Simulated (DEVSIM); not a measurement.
System: W/SiO2/p-InP capacitor, at 400 K.

| layer (left to right) | material | thickness (nm) | Na (cm⁻³) |
|---|---|---|---|
| 1 | SiO2 | 7.70 | - |
| 2 | InP | 11000 | 3.2e15 |

Metal gate on the left, work function 4.6 eV. Fixed charge at the semiconductor interface 0 cm⁻² (in units of +e); interface traps 1e12 cm⁻² eV⁻¹, uniform in energy, neutral level at 0.7 of the gap above the valence band.

This is a model device: material constants are rounded textbook-type values typed into the input, and sizes, dopings and lifetimes were drawn at random. Values at 300 K; Nc and Nv go as T^1.5, mobilities as T to minus their exponent, the gap by Varshni's rule with the affinity fixed.

```tsv
parameter	SiO2	InP
gap (eV)	9	1.344
affinity (eV)	0.9	4.38
permittivity	3.9	12.5
Nc (cm⁻³)	-	5.7e17
Nv (cm⁻³)	-	1.1e19
Varshni α (eV/K)	-	0.000363
Varshni β (K)	-	162
```

Model (solved in DEVSIM): 1D Poisson equation in equilibrium, Boltzmann statistics, complete ionisation; no quantum confinement or tunnelling. Metal contacts follow the ideal Schottky-Mott rule: no Fermi-level pinning, no interface dipoles.

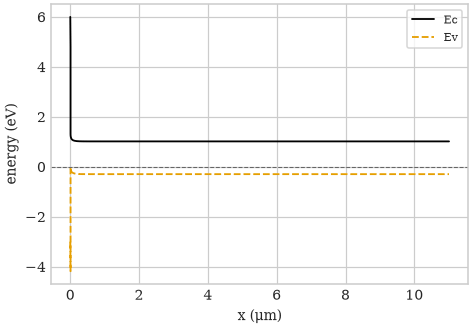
*Band edges at -2.3 V on the gate*

Energies count from the Fermi level of the right contact; mesh points crowd at the junctions.

| x (μm) | Ec (eV) | Ev (eV) | n (cm⁻³) | p (cm⁻³) | field (V/cm) |
|---|---|---|---|---|---|
| 0.000 | 6.000 | -3.000 | < 1e2 | < 1e2 | -1600000 |
| 0.001416 | 5.776 | -3.224 | < 1e2 | < 1e2 | -1600000 |
| 0.003978 | 5.370 | -3.630 | < 1e2 | < 1e2 | -1600000 |
| 0.006515 | 4.968 | -4.032 | < 1e2 | < 1e2 | -1600000 |
| 0.008224 | 1.286 | -0.026 | < 1e2 | 8.0e18 | -280000 |
| 0.01075 | 1.237 | -0.075 | 230 | 1.9e18 | -140000 |
| 0.01669 | 1.183 | -0.129 | 1100 | 4.1e17 | -62000 |
| 0.03979 | 1.108 | -0.204 | 9700 | 4.6e16 | -19000 |
| 0.08681 | 1.058 | -0.253 | 41000 | 1.1e16 | -6100 |
| 0.2003 | 1.026 | -0.286 | 110000 | 4.2e15 | -1200 |
| 0.4743 | 1.016 | -0.295 | 140000 | 3.2e15 | -45 |
| 1.538 | 1.016 | -0.296 | 140000 | 3.2e15 | ≈ 0 |
| 3.704 | 1.016 | -0.296 | 140000 | 3.2e15 | ≈ 0 |
| 7.586 | 1.016 | -0.296 | 140000 | 3.2e15 | ≈ 0 |
| 9.964 | 1.016 | -0.296 | 140000 | 3.2e15 | ≈ 0 |
| 10.59 | 1.016 | -0.296 | 140000 | 3.2e15 | ≈ 0 |
| 10.84 | 1.016 | -0.296 | 140000 | 3.2e15 | ≈ 0 |
| 10.94 | 1.016 | -0.296 | 140000 | 3.2e15 | ≈ 0 |
| 10.99 | 1.016 | -0.296 | 140000 | 3.2e15 | ≈ 0 |
| 11.00 | 1.016 | -0.296 | 140000 | 3.2e15 | ≈ 0 |
| 11.01 | 1.016 | -0.296 | 140000 | 3.2e15 | ≈ 0 |
| 11.01 | 1.016 | -0.296 | 140000 | 3.2e15 | ≈ 0 |
